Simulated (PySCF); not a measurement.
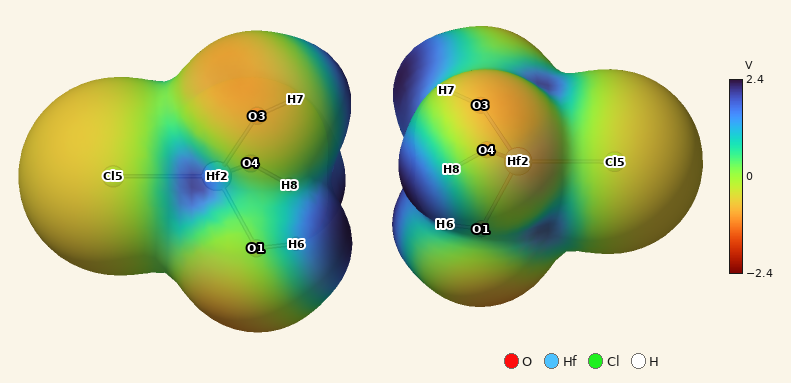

Figure 1: ClH3HfO3, SMILES `O[Hf](O)(O)Cl`. Electrostatic potential on the surface of electron density 0.001 a.u. (back view left, front view right).

PySCF calculation, B3LYP/def2-SVPD, gas phase; geometry: GFN2-xTB. Core potentials replace the inner electrons of Hf; spin–orbit coupling isn't included. This is a single-reference result, which may miss multireference character in this system. No frequency check shows the geometry to be a minimum. GFN2-xTB bond lengths at metals and heavier atoms can be off by up to 0.1 Å and shapes distorted, which carries into these values.

Coordinates in Å:

```
O1      -0.9340   -0.5653   -1.5757
Hf2     -0.1164    0.0001    0.0002
O3      -0.9363    1.6462    0.2976
O4      -0.9366   -1.0819    1.2762
Cl5      2.1262    0.0000    0.0005
H6      -1.7670   -0.1432   -1.8120
H7      -1.7699    1.6388    0.7802
H8      -1.7694   -1.4971    1.0274
```

### Where are the extremes of the potential on the surface?

Highest: 2.34 V, 1.2 Å from H8. Further maxima include 1.96 V, 2.1 Å from Hf2, and at like points elsewhere. Lowest: −0.97 V, 1.8 Å from O1, and at like points elsewhere. Further minima include −0.63 V, 2.1 Å from Cl5, and at like points elsewhere. The surface is sampled at points, so like sites can differ by a few per cent and only the strongest of them is named.
